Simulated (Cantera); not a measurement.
Charge: 1 mol Fe(CO)5, 56 mol N2, 0.31 mol CO, at 3.10 mbar.

Method: chemical equilibrium by Gibbs-energy minimisation in Cantera with the NASA 1993 tables (ideal gas, pure condensed phases). Candidate condensed phases: C, Fe, Fe(CO)5, FeO, Fe2O3, Fe3O4; 27 gas species. Condensed phases not in the tables: cementite and carbon dissolved in iron. The numbers say what is thermodynamically allowed, not how fast it happens.

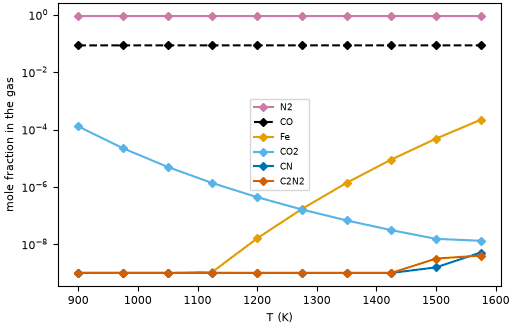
Figure. Equilibrium gas composition (values under 1e-9 drawn at 1e-9)

Read off the mole fractions at 1575 K.

N2 about 0.91, CO about 0.087, Fe about 0.00022, CO2 about 1.3e-8.
